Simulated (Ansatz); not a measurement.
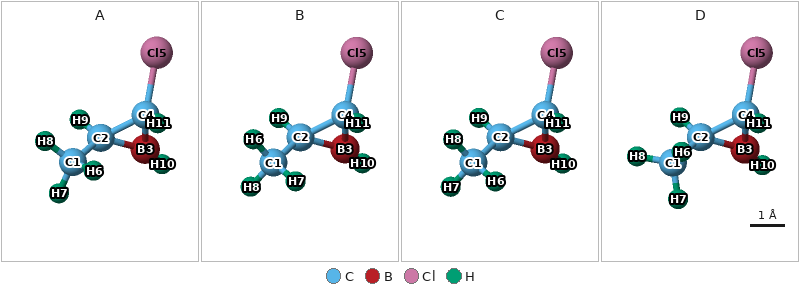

4 geometries from a converged minimum-energy path of C3H6BCl, shuffled. A ball-and-stick model, seen from a free direction.

Level of theory: Ansatz 0.2.0, RKS BLYP/6-31G. Settings: 5 movable images; climbing image; force threshold 0.03 eV/Å; iteration limit 60; starting path through a guess of the saddle point.

Question: Which frame is the top of the path?

Answer: D. In order along the path, whose images run from 0 to 6: B (image 0, 0.00 kcal/mol), D (image 3, +2.31 kcal/mol), A (image 5, +0.55 kcal/mol), C (image 6, 0.00 kcal/mol). The motion is a rotation about the C1–C2 bond by about 120°. No bond forms or breaks between the ends.
